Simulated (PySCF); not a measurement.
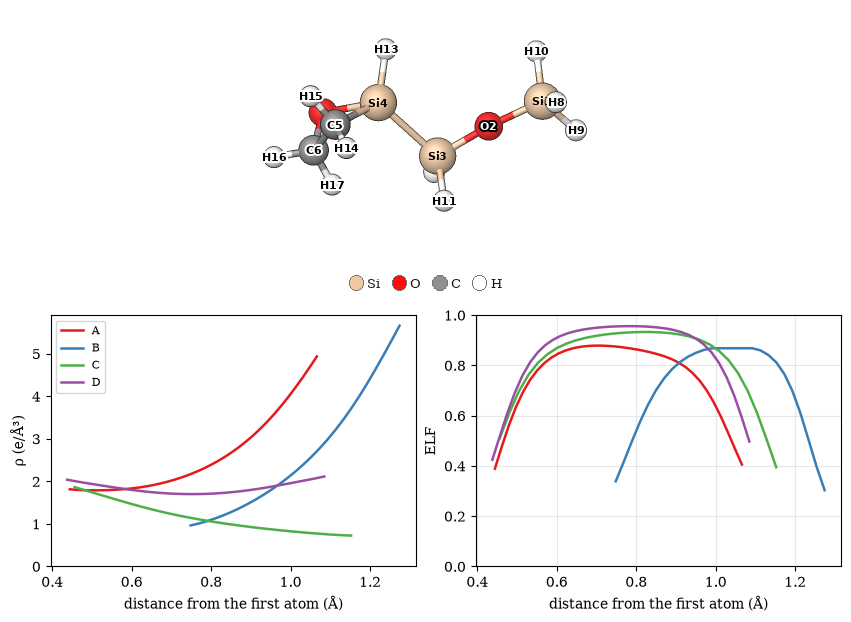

*C2H10O2Si3. Total electron density and electron localisation function along straight lines between neighbouring atoms. The curves leave out the atomic cores. The structure is drawn too.*

Geometry: GFN2-xTB, coordinate held.

These are results of BHandHLYP/pcSseg-1, SCF density, gas phase, non-relativistic (PySCF), not measurements.

The calculation's input:

```
{"job": {"kind": "nmr", "xc": "BHandHLYP", "basis": "pcSseg-1", "every": 1, "pop": false}, "charge": 0, "multiplicity": 1}
Si     3.634562    -0.171636     0.202935
O      2.078098    -0.124224     0.641421
Si     0.563535    -0.007483     1.199182
Si    -0.783183    -0.522209    -0.583673
C     -2.151421     0.738527    -1.058816
C     -2.779772     0.049966     0.144544
O     -2.257720    -1.249877    -0.095218
H      3.883044     1.050930    -0.557507
H      4.433437    -0.225636     1.425036
H      3.778342    -1.377154    -0.609431
H      0.436569     1.364170     1.725265
H      0.487245    -0.911440     2.356819
H     -0.296845    -1.322665    -1.715141
H     -2.041942     1.817762    -0.990832
H     -2.684764     0.468133    -1.961077
H     -3.873552    -0.004250     0.147178
H     -2.453212     0.458067     1.104534
```

Command:

```sh
OMP_NUM_THREADS=1 python ens_run.py task.json out
```

Question: Which curve belongs to which contact (C–C, C–O, C–Si and Si–O)? The first atom named is at distance zero.

Answer: Curve A: C–O (1.42 Å): ρ is about 2 e/Å³ halfway, with its minimum of 1.8 e/Å³ about 0.5 Å from C; the ELF peaks at about 0.90 between the atoms; a shared but strongly polarised pair. Curve B: Si–O (1.62 Å): ρ is about 1.1 e/Å³ halfway; the ELF peaks at about 0.85 between the atoms; a polar covalent bond. Curve C: C–Si (1.92 Å): the density is about 0.86 e/Å³ at the midpoint; the ELF peaks at about 0.95 between the atoms (localised, covalent bonding). Curve D: C–C (1.52 Å): ρ is about 1.7 e/Å³ halfway; the ELF peaks at about 0.95 between the atoms; localised, covalent bonding.
